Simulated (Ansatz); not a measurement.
# GaN under a change: Ga vacancy

Consider a 16-atom supercell of GaN in the zinc blende structure (space group F-43m, No. 216; a = 4.5485 Å) at its relaxed geometry.

Modification: a neutral Ga vacancy, atoms relaxed at fixed cell, starting from a slightly rattled geometry.

Calculations: Kohn–Sham DFT with the PBE functional, run in Ansatz (an electronic-structure program) with PAW and 420 eV plane waves, scalar-relativistic without spin-orbit coupling. k-mesh 5×5×5 (Γ-centred); smearing 0.01 eV (Fermi–Dirac).

| quantity | base | changed | shift |
|---|---|---|---|
| pressure | 0.0 GPa | 2.3 GPa | +2.3 GPa |
| mean distance from the defect site to its nearest host atoms | 1.97 Å | 2.15 Å | +0.18 Å |

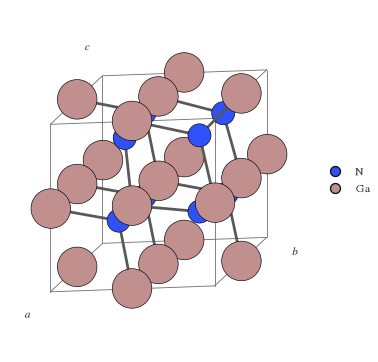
Fig. 1. The relaxed cell after the change

Cost of the whole job for the changed cell (relaxation, final SCF and bands): very roughly 16 core-minutes.

The magnetic state is the one reached from the starting moments; the real material's order can differ, and small cells can't hold many antiferromagnetic ones. The cell is small, so the values are those of an ordered compound at a high defect concentration; dilute-limit values will differ. The defect cell is spin-polarised and ends with 3.0 μB. This is not the structure that GaN has at room temperature and ambient pressure.
